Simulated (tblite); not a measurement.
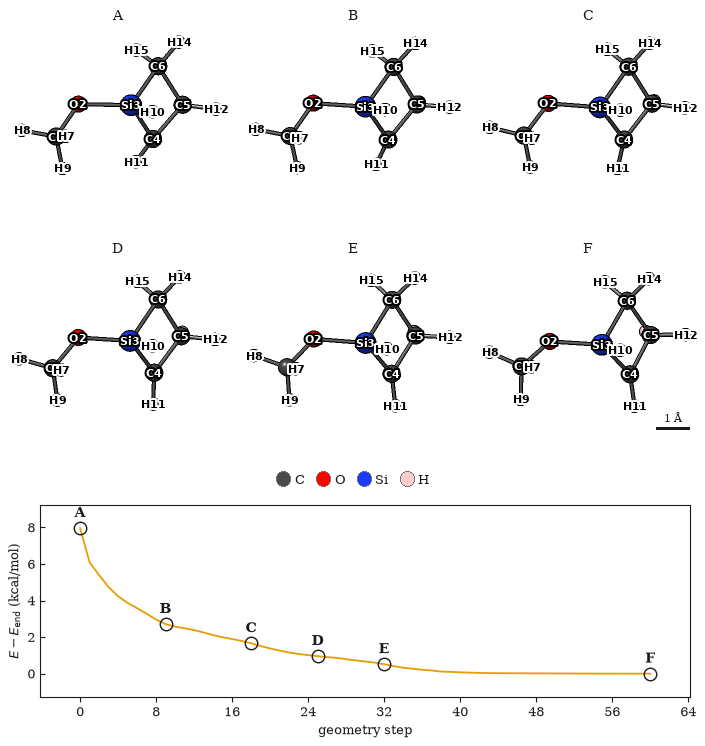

Frames of a relaxation of C4H9OSi (multiplicity 2), marked on the history of the run. Style: ball-and-stick. Shown from a free direction.

The calculation used GFN2-xTB geometry optimisation, gas phase (tblite 0.8.0). 

### What happens along the run?

The largest move after the best rigid fit is that of an H atom, 0.97 Å. By element the largest moves are H 0.97 Å, C 0.24 Å, Si 0.21 Å, O 0.14 Å. Among the contacts that change: C–Si 1.794 → 1.855 Å, C–Si 1.873 → 1.907 Å, C–O 1.423 → 1.393 Å, O–Si 1.639 → 1.623 Å. Among the angles between lasting bonds that change: Si–C–H 126.8° → 141.9°, C–O–Si 119.3° → 128.3°, O–Si–C 114.6° → 122.7°. The energy falls by 7.97 kcal/mol in 60 geometry steps. From step 0 to 9: an H atom moves most (0.22 Å), energy −5.26 kcal/mol. From step 9 to 18: an H atom moves most (0.24 Å), energy −1.05 kcal/mol. From step 18 to 25: an H atom moves most (0.21 Å), energy −0.70 kcal/mol. From step 25 to 32: an H atom moves most (0.23 Å), energy −0.44 kcal/mol. From step 32 to 60: an H atom moves most (0.17 Å), energy −0.52 kcal/mol.

```
step  E − E(0), kcal/mol
   0                0.00
   1               -1.87
   2               -2.58
   3               -3.23
   4               -3.73
   5               -4.10
   6               -4.39
   7               -4.69
   8               -5.01
   9               -5.26
  10               -5.40
  13               -5.72
  15               -5.98
  18               -6.31
  21               -6.70
  23               -6.89
  26               -7.06
  28               -7.18
  31               -7.36
  34               -7.65
  36               -7.76
  39               -7.87
  42               -7.93
  44               -7.94
  47               -7.95
  49               -7.95
  52               -7.96
  55               -7.97
  57               -7.97
  60               -7.97
```
